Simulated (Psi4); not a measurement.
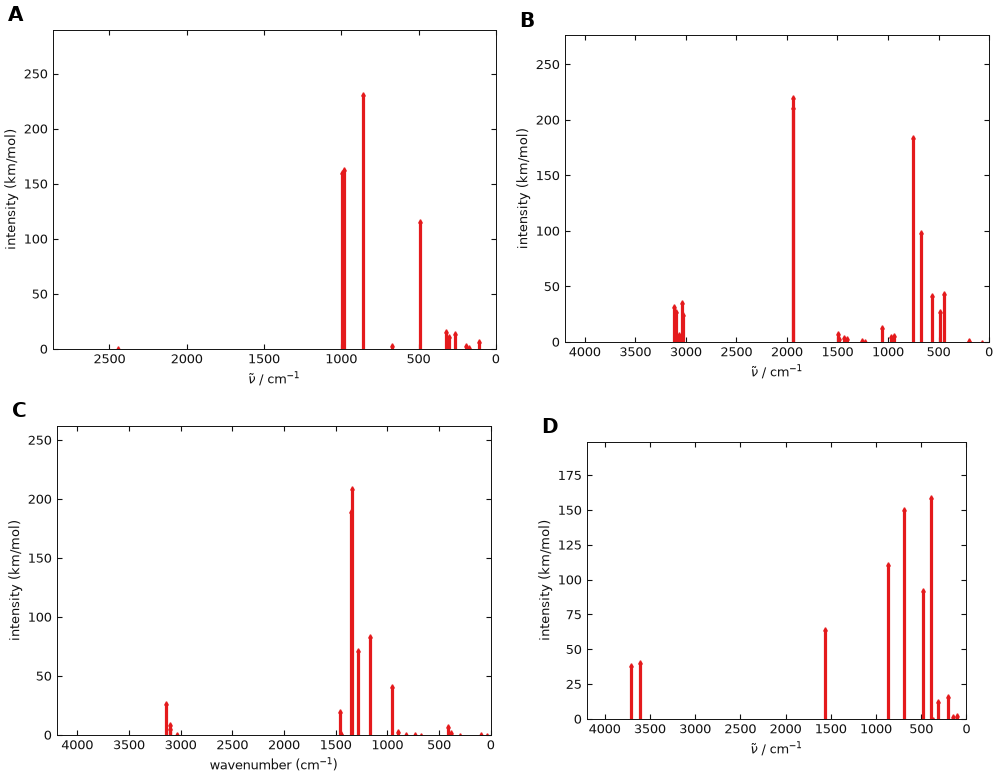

Unscaled harmonic wavenumbers and double-harmonic intensities, PBE0/def2-TZVP (dispersion D4) with Psi4 1.11, at a geometry relaxed at this level, isolated molecule. Modes within 2 cm⁻¹ of each other count as one line, with their intensities summed.

Pair each panel with its molecule.
1. SiHSeF₃, SMILES F[Si](F)(F)[SeH]
2. C₂H₆BF, SMILES CB(C)F
3. AlNH₂Br₂, SMILES [NH2][Al]([Br])[Br], singlet
4. C₂H₇Ga, SMILES C[CH2][GaH2], singlet

A: 1 (most intense lines at 861.1, 981.3 and 998.3 cm⁻¹)
B: 4 (most intense lines at 1944.4, 1942.2 and 756.9 cm⁻¹)
C: 2 (most intense lines at 1343.8, 1349.9 and 1170.2 cm⁻¹)
D: 3 (most intense lines at 392.8, 694.3 and 865.6 cm⁻¹)
